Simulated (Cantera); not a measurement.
Charge: 1 mol SiH4, 0.077 mol C2H4, 210 mol H2, equilibrated at 0.100 bar.

Cantera equilibrium calculation (NASA polynomials, part measured and part estimated; ideal gas, pure solids and liquids). Candidate condensed phases: C, C6H6, C7H8, C8H18, Si, SiC; 87 gas species. Mutual solubility and eutectic melting of coexisting phases are not modelled. Gases not in the tables: Si2H6 and higher silanes. The numbers say what is thermodynamically allowed, not how fast it happens.

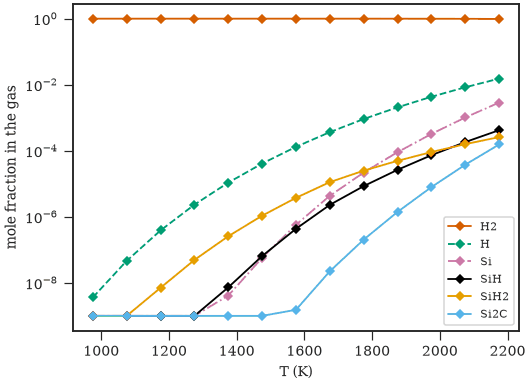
Equilibrium gas composition (values under 1e-9 drawn at 1e-9)

From 975 K to 1675 K the condensed part is Si(s) + SiC(s). From 1775 K to 2175 K the condensed part is Si(l) + SiC(s). The main Si-bearing gas is SiH4 at 975 K and Si at 2175 K.
